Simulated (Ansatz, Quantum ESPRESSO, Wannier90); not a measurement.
# Ballistic channels from Wannier functions: straight Ga chain, spacing 2.75 Å, part 3 of 5

Wanted: localised orbitals and the quantum conductance of this wire: straight Ga chain, spacing 2.75 Å.

Quantum ESPRESSO 7.5 and Wannier90 3.1.0; plane-wave DFT, LDA, GBRV ultrasoft pseudopotentials; cross-check by Ansatz 0.2.0 with PAW datasets.

So far. Step 2 (Self-consistent run): The run needed 13 iterations to bring the estimated error under 1e-07 Ry.

## 6. Localisation, bands and conductance

Level of this step: maximally localised Wannier functions and ballistic conductance; plane-wave DFT, LDA, GBRV ultrasoft pseudopotentials (Wannier90).

After disentangling and localising, transport_mode = bulk builds principal layers from hoppings within dist_cutoff and counts open channels.

The input, wan.win:

```
num_wann = 4
num_bands = 19
num_iter = 200
num_print_cycles = 20
conv_tol = 1e-8
conv_window = 5
guiding_centres = true
dis_num_iter = 1500
dis_conv_tol = 1e-8
dis_win_min = -13.1608
dis_win_max = 6.8392
dis_froz_max = -0.6608
search_shells = 120
fermi_energy = -2.1608

transport = true
transport_mode = bulk
one_dim_axis = z
dist_cutoff = 19.18
dist_cutoff_mode = one_dim
tran_win_min = -4.0
tran_win_max = 2.0
tran_energy_step = 0.02

bands_plot = true
bands_num_points = 96
begin kpoint_path
G 0.0 0.0 0.0 Z 0.0 0.0 0.5
end kpoint_path

begin projections
Ga:s;p
end projections

begin unit_cell_cart
ang
  8.0000000000 0.0000000000 0.0000000000
  0.0000000000 8.0000000000 0.0000000000
  0.0000000000 0.0000000000 2.7540000000
end unit_cell_cart

begin atoms_frac
  Ga 0.0000000000 0.0000000000 0.0000000000
end atoms_frac

mp_grid = 1 1 14
begin kpoints
  0.0 0.0 0.0000000000
  0.0 0.0 0.0714285714
  0.0 0.0 0.1428571429
  0.0 0.0 0.2142857143
  0.0 0.0 0.2857142857
  0.0 0.0 0.3571428571
  0.0 0.0 0.4285714286
  0.0 0.0 0.5000000000
  0.0 0.0 0.5714285714
  0.0 0.0 0.6428571429
  0.0 0.0 0.7142857143
  0.0 0.0 0.7857142857
  0.0 0.0 0.8571428571
  0.0 0.0 0.9285714286
end kpoints
```

Run with:

```
$ OMP_NUM_THREADS=1 wannier90.x wan > wan.run.log
```

The program printed:

```text
[banner, memory and clock lines left out]
+---------------------------------------------------+
             |                                                   |
             |                   WANNIER90                       |
             |                                                   |
             +---------------------------------------------------+
             |                                                   |
             |        Welcome to the Maximally-Localized         |
             |        Generalized Wannier Functions code         |
             |                             |
             |                                                   |
             |                                                   |
             |  Wannier90 Developer Group:                       |
             |    Giovanni Pizzi    (EPFL)                       |
             |    Valerio Vitale    (Cambridge)                  |
             |    David Vanderbilt  (Rutgers University)         |
             |    Nicola Marzari    (EPFL)                       |
             |    Ivo Souza         (Universidad del Pais Vasco) |
             |    Arash A. Mostofi  (Imperial College London)    |
             |    Jonathan R. Yates (University of Oxford)       |
             |                                                   |
             |  For the full list of Wannier90 3.x authors,      |
             |  please check the code documentation and the      |
             |  README on the GitHub page of the code            |
             |                                                   |
             |                                                   |
             |                                                   |
             |  [ref] "Wannier90 as a community code:            |
             |        new features and applications",            |
             |        165902 (2020).                             |
             |            |
             |                                                   |
             |  in any publications arising from the use of      |
             |                                                   |
             |  [ref] "Maximally Localized Generalised Wannier   |
             |         Functions for Composite Energy Bands"     |
             |         N. Marzari and D. Vanderbilt              |
             |         Phys. Rev. B 56 12847 (1997)              |
             |                                                   |
             |  [ref] "Maximally Localized Wannier Functions     |
             |         for Entangled Energy Bands"               |
             |         I. Souza, N. Marzari and D. Vanderbilt    |
             |         Phys. Rev. B 65 035109 (2001)             |
             |                                                   |
             |                                                   |
             | Copyright (c) 1996-2020                           |
             |        The Wannier90 Developer Group and          |
             |        individual contributors                    |
             |                                                   |
             |      Release: 3.1.0        5th March    2020      |
             |                                                   |
             | This program is free software; you can            |
             | redistribute it and/or modify it under the terms  |
             | of the GNU General Public License as published by |
             | the Free Software Foundation; either version 2 of |
             | the License, or (at your option) any later version|
             |                                                   |
             | This program is distributed in the hope that it   |
             | will be useful, but WITHOUT ANY WARRANTY; without |
             | even the implied warranty of MERCHANTABILITY or   |
             | FITNESS FOR A PARTICULAR PURPOSE. See the GNU     |
             | General Public License for more details.          |
             |                                                   |
             | You should have received a copy of the GNU General|
             | Public License along with this program; if not,   |
             | write to the Free Software Foundation, Inc.,      |
             | 675 Mass Ave, Cambridge, MA 02139, USA.           |
             |                                                   |
             +---------------------------------------------------+
[date or host left out]
             +---------------------------------------------------+

 ******************************************************************************
 * -> Using CODATA 2006 constant values                                       *
 *    (                      *
 * -> Using Bohr value from CODATA                                            *
 ******************************************************************************

 Running in serial (with parallel executable)

                                    ------
                                    SYSTEM
                                    ------

                              Lattice Vectors (Ang)
                    a_1     8.000000   0.000000   0.000000
                    a_2     0.000000   8.000000   0.000000
                    a_3     0.000000   0.000000   2.754000

                   Unit Cell Volume:     176.25600  (Ang^3)

                        Reciprocal-Space Vectors (Ang^-1)
                    b_1     0.785398   0.000000   0.000000
                    b_2     0.000000   0.785398   0.000000
                    b_3     0.000000   0.000000   2.281476

 *----------------------------------------------------------------------------*
 |   Site       Fractional Coordinate          Cartesian Coordinate (Ang)     |
 +----------------------------------------------------------------------------+
 | Ga   1   0.00000   0.00000   0.00000   |    0.00000   0.00000   0.00000    |
 *----------------------------------------------------------------------------*
                                ------------
                                K-POINT GRID
                                ------------

             Grid size =  1 x  1 x 14      Total points =   14

 *---------------------------------- MAIN ------------------------------------*
 |  Number of Wannier Functions               :                 4             |
 |  Number of Objective Wannier Functions     :                 4             |
 |  Number of input Bloch states              :                19             |
 |  Output verbosity (1=low, 5=high)          :                 1             |
[...]
Delta: O_D= -0.1668971E-02 O_OD= -0.3040717E-02 O_TOT= -0.4709688E-02 <-- DLTA
 Cycle:     40
  WF centre and spread    1  (  0.084122, -0.000283, -0.000062 )     3.16478862
  WF centre and spread    2  (  0.001137, -0.000061,  1.376919 )     2.86074241
  WF centre and spread    3  ( -0.069262, -0.000007, -0.000004 )     2.48807426
  WF centre and spread    4  (  0.000000,  0.000433,  0.000000 )     2.48765662
  Sum of centres and spreads (  0.015997,  0.000082,  1.376854 )    11.00126192

     40    -0.168E-02     0.1670725000       11.0012619214       0.15  <-- CONV
        O_D=      0.0020437 O_OD=      2.3158622 O_TOT=     11.0012619 <-- SPRD
 Delta: O_D= -0.4899936E-03 O_OD= -0.1189593E-02 O_TOT= -0.1679587E-02 <-- DLTA
 Cycle:     60
[...]
Sum of centres and spreads (  0.007489,  0.000155,  1.376987 )    10.98942158

     60    -0.460E-04     0.1754618937       10.9894215855       0.16  <-- CONV
        O_D=      0.0006389 O_OD=      2.3054266 O_TOT=     10.9894216 <-- SPRD
 Delta: O_D= -0.2037700E-04 O_OD= -0.2557565E-04 O_TOT= -0.4595265E-04 <-- DLTA
 Cycle:     80
[...]
Sum of centres and spreads (  0.005178,  0.000173,  1.377003 )    10.98756434

     80    -0.156E-04     0.3503768046       10.9875643366       0.17  <-- CONV
        O_D=      0.0003937 O_OD=      2.3038147 O_TOT=     10.9875643 <-- SPRD
 Delta: O_D= -0.1380181E-04 O_OD= -0.1824072E-05 O_TOT= -0.1562588E-04 <-- DLTA
 Cycle:    100
[...]
Sum of centres and spreads (  0.006277,  0.000175,  1.377000 )    10.98734158

    100    -0.524E-05     0.1977188894       10.9873415822       0.17  <-- CONV
        O_D=      0.0003893 O_OD=      2.3035963 O_TOT=     10.9873416 <-- SPRD
 Delta: O_D= -0.4964318E-05 O_OD= -0.2741697E-06 O_TOT= -0.5238488E-05 <-- DLTA

 Writing checkpoint file wan.chk... done

 Cycle:    120
[...]
Sum of centres and spreads (  0.002349,  0.000209,  1.376997 )    10.99484125

    120    -0.686E-03     0.3449568654       10.9948412562       0.18  <-- CONV
        O_D=      0.0005701 O_OD=      2.3109151 O_TOT=     10.9948413 <-- SPRD
 Delta: O_D= -0.2377100E-03 O_OD= -0.4479079E-03 O_TOT= -0.6856178E-03 <-- DLTA
 Cycle:    140
[...]
Sum of centres and spreads (  0.008021,  0.000277,  1.376998 )    10.98791658

    140    -0.214E-03     0.0999077646       10.9879165786       0.19  <-- CONV
        O_D=      0.0002415 O_OD=      2.3043191 O_TOT=     10.9879166 <-- SPRD
 Delta: O_D=  0.1396871E-03 O_OD= -0.3537365E-03 O_TOT= -0.2140495E-03 <-- DLTA
 Cycle:    160
[...]
Sum of centres and spreads (  0.255526,  0.000302,  1.377000 )    11.30720781

    160     0.934E-01     9.9367925519       11.3072078128       0.19  <-- CONV
        O_D=      0.2863982 O_OD=      2.3374536 O_TOT=     11.3072078 <-- SPRD
 Delta: O_D=  0.8920238E-01 O_OD=  0.4172977E-02 O_TOT=  0.9337535E-01 <-- DLTA
 Cycle:    180
[...]
Sum of centres and spreads ( -0.000672,  0.000398,  1.376999 )    10.99045726

    180    -0.311E-03     0.1050007744       10.9904572621       0.20  <-- CONV
        O_D=      0.0003069 O_OD=      2.3067944 O_TOT=     10.9904573 <-- SPRD
 Delta: O_D=  0.2099958E-03 O_OD= -0.5208967E-03 O_TOT= -0.3109009E-03 <-- DLTA
 Cycle:    200
  WF centre and spread    1  (  0.017834, -0.000939,  0.000003 )     3.28855184
  WF centre and spread    2  (  0.000759, -0.000129,  1.376996 )     2.72329292
  WF centre and spread    3  ( -0.012840, -0.000006,  0.000000 )     2.48772206
  WF centre and spread    4  (  0.000000,  0.001537,  0.000000 )     2.48765605
  Sum of centres and spreads (  0.005752,  0.000463,  1.376999 )    10.98722286

    200    -0.620E-04     0.0818957679       10.9872228639       0.20  <-- CONV
        O_D=      0.0001228 O_OD=      2.3037440 O_TOT=     10.9872229 <-- SPRD
 Delta: O_D=  0.3713141E-04 O_OD= -0.9917119E-04 O_TOT= -0.6203978E-04 <-- DLTA

 Writing checkpoint file wan.chk... done

 Final State
  WF centre and spread    1  (  0.017834, -0.000939,  0.000003 )     3.28855184
  WF centre and spread    2  (  0.000759, -0.000129,  1.376996 )     2.72329292
  WF centre and spread    3  ( -0.012840, -0.000006,  0.000000 )     2.48772206
  WF centre and spread    4  (  0.000000,  0.001537,  0.000000 )     2.48765605
  Sum of centres and spreads (  0.005752,  0.000463,  1.376999 )    10.98722286

         Spreads (Ang^2)       Omega I      =     8.683356014
        ================       Omega D      =     0.000122819
                               Omega OD     =     2.303744031
    Final Spread (Ang^2)       Omega Total  =    10.987222864
 Time for wannierise            0.060 (sec)

 Writing checkpoint file wan.chk... done

 *---------------------------------------------------------------------------*
 |                               PLOTTING                                    |
 *---------------------------------------------------------------------------*

 Translated centres
    translation centre in fractional coordinate:  0.000000  0.000000  0.000000
  WF centre     1  (  0.017834, -0.000939,  0.000003 )
  WF centre     2  (  0.000759, -0.000129,  1.376996 )
  WF centre     3  ( -0.012840, -0.000006,  0.000000 )
  WF centre     4  (  0.000000,  0.001537,  0.000000 )

 Calculating interpolated band-structure

 Time to calculate interpolated band structure       0.002 (sec)

 Time for plotting              0.005 (sec)

 *---------------------------------------------------------------------------*
 |                              TRANSPORT                                    |
 *---------------------------------------------------------------------------*

 Calculation of Quantum Conductance and DoS: bulk mode

 Maximum imaginary part of the real-space Hamiltonian:     0.043693

     Maximum real part of the real-space Hamiltonian at each lattice point
            Lattice point R           Max |H_ij(R)|
                  -8                     0.000000
                  -7                     0.003076
                  -6                     0.006376
                  -5                     0.041300
                  -4                     0.047238
                  -3                     0.183329
                  -2                     0.297407
                  -1                     3.127420
                   0                     3.485081
                   1                     3.127420
                   2                     0.297407
                   3                     0.183329
                   4                     0.047238
                   5                     0.041300
                   6                     0.006376
                   7                     0.003076
                   8                     0.000000

 Number of unit cells inside the principal layer:     7
 Number of Wannier Functions inside the principal layer:    28

 Calculating quantum conductance and density of states... done

 Time for transport             0.372 (sec)
 Total Execution Time           0.624 (sec)

 *===========================================================================*
 |                             TIMING INFORMATION                            |
 *===========================================================================*
 |    Tag                                                Ncalls      Time (s)|
 |---------------------------------------------------------------------------|
 |kmesh: get                                        :         1         0.016|
 |overlap: allocate                                 :         1         0.000|
 |overlap: read                                     :         1         0.022|
 |dis: main                                         :         1         0.143|
 |wann: main                                        :         1         0.060|
 |plot: main                                        :         1         0.005|
 |tran: main                                        :         1         0.372|
 *---------------------------------------------------------------------------*

 All done: wannier90 exiting
[key lines of the parts left out:]
|  Fermi energy (eV)                         :            -2.161             |
```

The job ended after 1.6 s (1 MPI rank of Intel Xeon Platinum 8488C (Sapphire Rapids), shared host; peak memory 0.08 GiB).

Read from the output:

- lead channels at the Fermi level, one spin: 3.000
- total spread: 10.99 Å²
- gauge-invariant spread: 8.683 Å²
- largest misfit to plane-wave levels between mesh points, inside the frozen window: 0.02785 eV

Per spin. Table of quantum conductance of the perfect wire, open channels by energy, zero at the Fermi level:

| energy (eV) | quantum conductance of the perfect wire, open channels |
| --- | --- |
| -4.000 | 1 |
| -3.500 | 1 |
| -3.000 | 1 |
| -2.500 | 8.0e-7 |
| -2.000 | 3.2e-8 |
| -1.500 | 2.1e-7 |
| -1.020 | 1 |
| -0.500 | 1 |
| 0.000 | 3.00 |
| 0.500 | 3 |
| 1.000 | 3 |
| 1.500 | 3 |
| 2.000 | 3 |

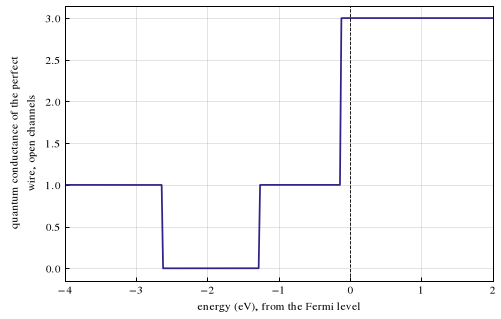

Quantum conductance of the perfect wire, open channels, plotted against energy.

Wannier functions:

| no. | x (Å) | y (Å) | z (Å) | spread (Å²) |
| --- | --- | --- | --- | --- |
| 1 | 0.01783 | -9.39e-4 | 3.00e-6 | 3.289 |
| 2 | 7.59e-4 | -1.29e-4 | 1.377 | 2.723 |
| 3 | -0.01284 | -6.00e-6 | 0 | 2.488 |
| 4 | 0 | 0.001537 | 0 | 2.488 |

The electronic bands at the labelled points (eV, zero at the Fermi level; # counts the bands kept):

| point | #1 | #2 | #3 | #4 |
| --- | --- | --- | --- | --- |
| Γ | -6.99 | -0.13 | -0.13 | 3.90 |
| Z | -2.64 | -1.28 | 3.63 | 3.63 |

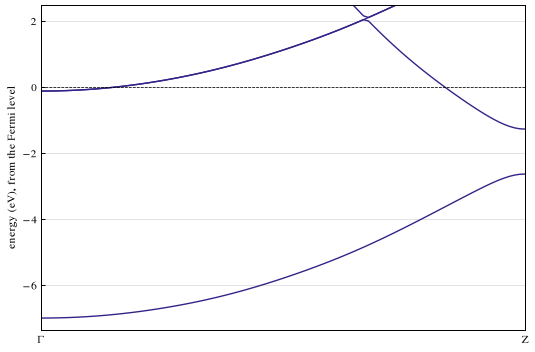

Electronic bands along the path.

Bands and channels are those of the Wannier model: bands that were not projected, and all outside the frozen window, are missing or only approximate.

## 7. Neighbour list from wannier90 -pp, with dis_froz_max − E_F = 0.0

A sensitivity test on the input.

wan_w.win, as its differences from the input of step 6:

```diff
@@ -11,3 +11,3 @@
 dis_win_max = 6.8392
-dis_froz_max = -0.6608
+dis_froz_max = -2.1608
 search_shells = 120
```

Run with:

```
$ OMP_NUM_THREADS=1 wannier90.x -pp wan_w > wan_w.pp.log
```

Run time: 1 s. Hardware: 1 MPI rank; peak memory 0.08 GiB.

## 8. Overlaps and projections

The same post-processing, on the changed run.

The input, wan_w.p2w.in:

```
&inputpp
  prefix = 'nscf'
  outdir = './out'
  seedname = 'wan_w'
  write_mmn = .true.
  write_amn = .true.
  write_unk = .false.
/
```

Run with:

```
$ OMP_NUM_THREADS=1 mpirun -n 2 pw2wannier90.x -in wan_w.p2w.in > wan_w.p2w.out
```

The job ended after 3.2 s (2 MPI ranks; peak memory 0.11 GiB; 5.6 s of CPU time).

(Part 3 of 5 ends here.)

[Logs are printed without paths, hosts, clocks, repeated set-up lines and the standing remarks that a program may print on its own settings, such as how far it seeks lower states.]

[Hosts, paths, dates, database ids (printed as entryN), source tags and the programs' standing remarks are cut or masked in the printed files.]

[Maps of the electrostatic potential energy from Ansatz leave out the sawtooth potential of an applied field or a dipole correction, so their vacuum need not be flat; planar profiles and work functions include it.]
